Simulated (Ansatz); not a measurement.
# C2H10AlOP: single-point calculation

The run: single-point calculation of C2H10AlOP. Method and program: RKS PBE0-D4/def2-TZVPP (Ansatz 0.2.0).

The geometry comes from this level: PBE0-D4/def2-TZVP.

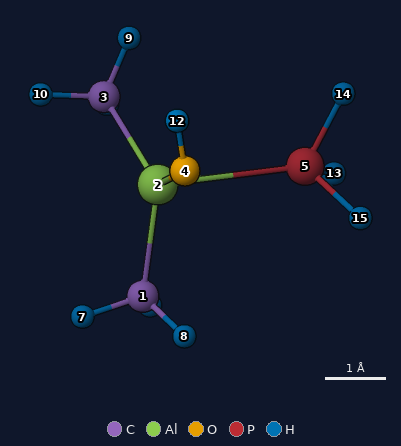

Figure 1. The structure (ball-and-stick view, seen at a tilt; atoms are numbered from 1 in the order of the input). Sticks mark near contacts. Bond lengths as drawn: Al–C 1.96 to 1.97 Å, Al–O 1.73 Å, Al–P 2.62 Å, C–H 1.09 to 1.10 Å, H–O 0.96 Å and H–P 1.41 Å.

The input
```yaml
crystal:
  periodic: [false, false, false]
  atoms:
    - {symbol: C, position_ang: [-1.773403, -0.023418, 1.069031]}
    - {symbol: Al, position_ang: [-0.170278, -0.633798, 0.120985]}
    - {symbol: C, position_ang: [1.565198, -0.814906, 1.028021]}
    - {symbol: O, position_ang: [-0.482391, -1.607879, -1.274180]}
    - {symbol: P, position_ang: [0.244537, 1.492489, -1.346579]}
    - {symbol: H, position_ang: [-1.595066, 0.880918, 1.660056]}
    - {symbol: H, position_ang: [-2.121902, -0.792111, 1.767841]}
    - {symbol: H, position_ang: [-2.602983, 0.180714, 0.385458]}
    - {symbol: H, position_ang: [2.404105, -0.923883, 0.333131]}
    - {symbol: H, position_ang: [1.573774, -1.699091, 1.675589]}
    - {symbol: H, position_ang: [1.781847, 0.044436, 1.671416]}
    - {symbol: H, position_ang: [0.187472, -2.185950, -1.634252]}
    - {symbol: H, position_ang: [0.510736, 2.803601, -0.892365]}
    - {symbol: H, position_ang: [1.271034, 1.420523, -2.312204]}
    - {symbol: H, position_ang: [-0.814479, 1.807755, -2.222748]}
basis:
  gaussian: {orbitals: def2-TZVPP}
hamiltonian: {xc: pbe0, dispersion: d4}
output: {orbitals: {seedname: orbitals}}
```

Run on 4 threads of Arm Neoverse V1, 23 GiB of memory available, shared host.

Run as:
```bash
ansatz run in.yaml --threads 4 --pin off --events-out ev --progress --plain --max-ram 11315MiB
```

Log
```
Functional definition: PBE0
  name "PBE0"
  cite "Adamo & Barone, J. Chem. Phys. 110, 6158 (1999) doi:10.1063/1.478522"
  cite "Perdew, Burke & Ernzerhof, Phys. Rev. Lett. 77, 3865 (1996) doi:10.1103/PhysRevLett.77.3865"
  parent pbe
  parameter a = 0.25
  parameter kappa = 0.804
  parameter beta = 0.06672455060314922
  exchange = (1 - a)*pbe_x(kappa = kappa, mu = beta*pi^2/3) + a*exact_x
  correlation = pbe_c(beta = beta)
1701 factors; their error is unknown
mean field evaluation 1: about -20146.4072 eV, gradient 9.0e1 eV
mean field evaluation 2: about -20125.6237 eV, gradient 1.3e2 eV
mean field evaluation 4: about -20162.4194 eV, gradient 7.4e0 eV
mean field evaluation 8: about -20162.5413 eV, gradient 4.9e-2 eV
mean field evaluation 16: about -20162.5486 eV, gradient 4.8e-5 eV
mean field -20162.54861889 eV, -740.9599950778 hartree, gradient 4.8e-5 eV, S^2 0.000000; 0 other end points of the search recorded, 0 dependent functions left out
reference -20162.54866045 eV, -740.9599966053 hartree; 29, 29 occupied and 288, 288 virtual orbitals, 1701 factors
Total energy: -20162.81934524 eV, -740.9699440877 hartree
```

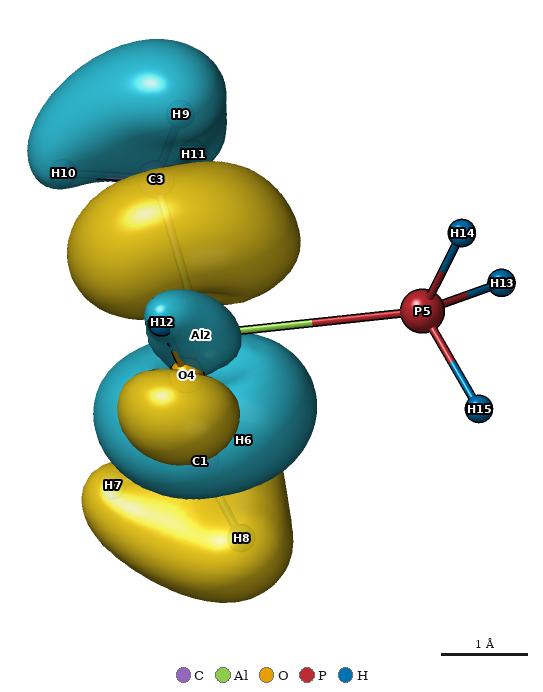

Figure 2. One frontier orbital at ±0.08 Å⁻³ᐟ² (yellow and cyan are the two phases), seen at a tilt. The HOMO, at −7.09 eV. Its weight (Hirshfeld) is mainly on C3 (30 %), C1 (30 %) and Al2 (20 %).

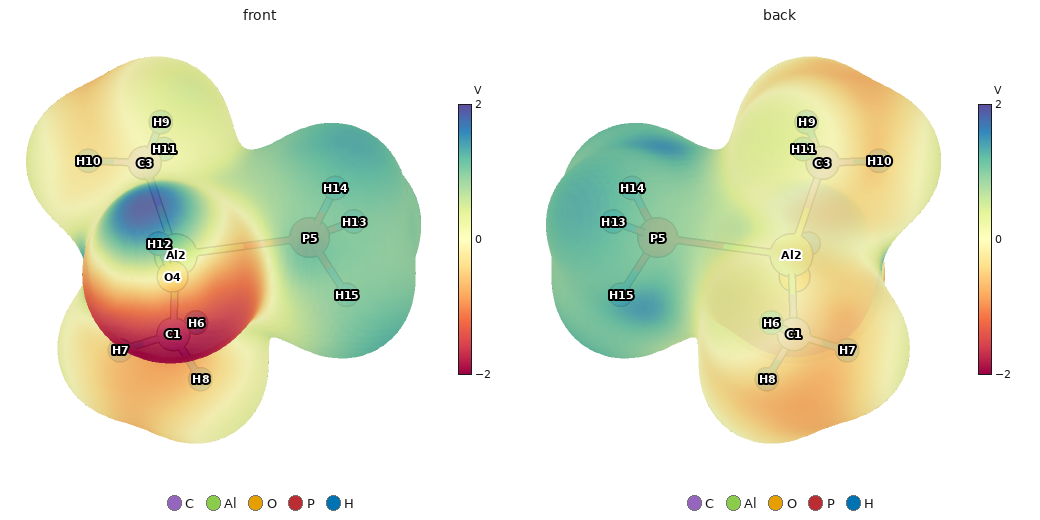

Figure 3. The electrostatic potential painted on the density surface at 0.002 e/bohr³, seen at a tilt and from behind; the colour scale runs from red (negative) to blue (positive).

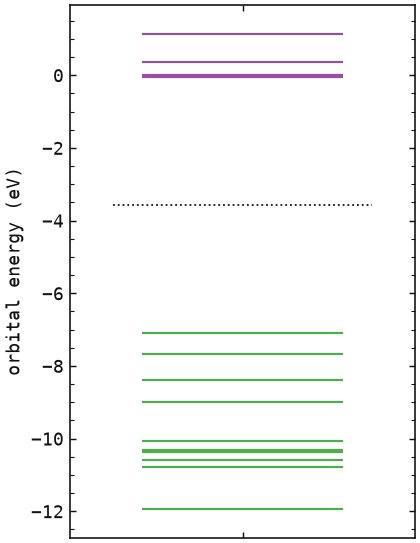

Figure 4. Orbital energies near the frontier; the dotted line parts filled from empty levels, and levels within 0.02 eV of each other stand side by side. Highest filled −7.09 eV, lowest empty −0.05 eV, 7.04 eV apart.

Summary

- outcome: converged
- total energy: −20162.8193 eV
- mean-field energy: −20162.5487 eV
- dispersion energy: −0.2707 eV
- SCF solution under orbital rotations: stable
- HOMO: −7.09 eV
- LUMO: −0.05 eV
- wall time: 6.5 s (CPU time 23 s)
- peak memory: 0.95 GiB
